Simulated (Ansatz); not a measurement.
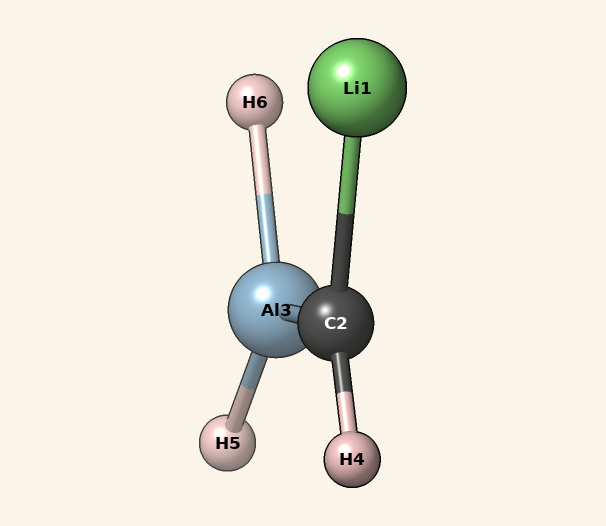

Simulated data, not a measurement (program: Ansatz).

Al3 lies behind C2. The molecule seen a little off the C2–Al3 bond, C2 in front. Depth is shown by fading: the farther an atom, the more it takes the colour of the background. State: neutral, doublet. Geometry: a frame of the PBE0-D4/def2-SVP trajectory.

What is the torsion angle Li1–C2–Al3–H5? The sign is positive where the front bond must turn clockwise to cover the back bond.

Answer. −175°, antiperiplanar (anti).
